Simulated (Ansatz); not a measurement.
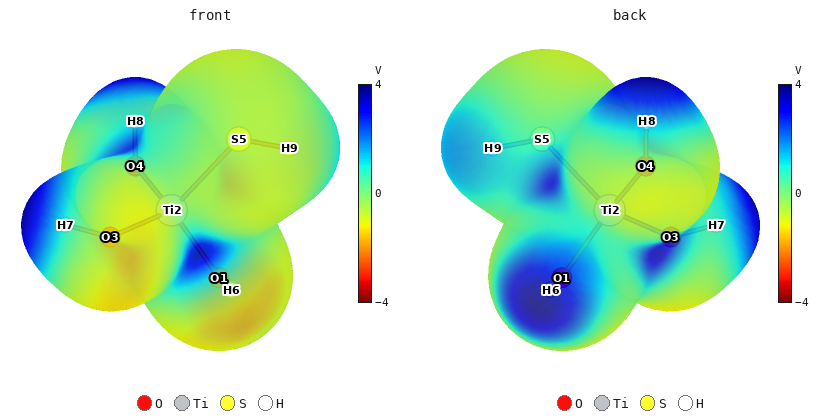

*H4O3STi (SMILES [OH][Ti]([OH])([OH])[SH]). The molecular electrostatic potential painted on the density surface at 0.004 e/bohr³, seen from the front and from behind; red is negative and blue positive.*

Geometry: PBE0-D4/def2-TZVP.

Theory: RKS PBE0-D4/def2-TZVPP (Ansatz).

```yaml
atoms:
  - { symbol: O, position_ang: [-0.2031, 1.3083, -1.2665] }
  - { symbol: Ti, position_ang: [0.2434, 0.0481, -0.0725] }
  - { symbol: O, position_ang: [2.0108, -0.2172, -0.0194] }
  - { symbol: O, position_ang: [-0.6207, -1.4702, -0.4355] }
  - { symbol: S, position_ang: [-0.3571, 0.7356, 2.0515] }
  - { symbol: H, position_ang: [-0.8608, 1.3097, -1.9633] }
  - { symbol: H, position_ang: [2.5360, -1.0169, 0.0332] }
  - { symbol: H, position_ang: [-1.1814, -2.0671, 0.0601] }
  - { symbol: H, position_ang: [-1.4786, 1.3234, 1.5952] }
```

**Describe the electrostatic potential map.**

The most negative region (about −1.4 V) lies over O1 and O3, the most positive (about +3.7 V) over Ti2, H6, H7 and H8.
